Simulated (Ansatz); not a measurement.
## Profile along the Ga–Ir line in GaIr (CsCl type)

GaIr (CsCl type)

```cif
data_GaIr
_chemical_formula_sum 'Ga1 Ir1'
_space_group_name_H-M_alt 'P 1'
_space_group_IT_number 1
_cell_length_a 2.99840
_cell_length_b 2.99840
_cell_length_c 2.99840
_cell_angle_alpha 90.000
_cell_angle_beta 90.000
_cell_angle_gamma 90.000
loop_
_space_group_symop_operation_xyz
  'x, y, z'
loop_
_atom_site_label
_atom_site_type_symbol
_atom_site_fract_x
_atom_site_fract_y
_atom_site_fract_z
_atom_site_occupancy
Ga1 Ga 0.00000 0.00000 0.00000 1
Ir1 Ir 0.50000 0.50000 0.50000 1
```

Fields along a shortest Ga–Ir line of a {110} plane (2.60 Å), from Ga to Ir, interpolated on the slice's grid (step about 0.2 Å). Calculation: LDA (plane waves to 420 eV, PAW, scalar-relativistic; Ansatz, a program for electronic structure). k mesh 15×15×15. Inside the PAW spheres the values are not all-electron values, and peaks at nuclei hang on which shells count as valence. GaIr is run without spin polarisation. GaIr was relaxed with its symmetry unable to fall. Spin-orbit coupling is left out, though Ir is heavy.

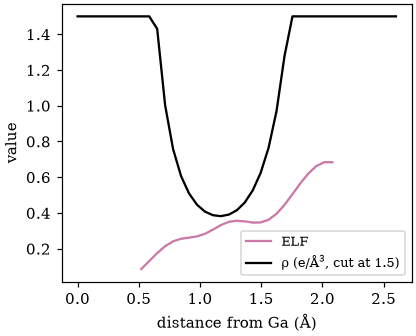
Figure: ELF (away from the nuclei) and valence density from Ga to Ir.

Density on the Ga–Ir line (2.60 Å) at its density minimum, 1.2 Å from Ga: 0.38 e/Å³. ELF at that point: 0.3.
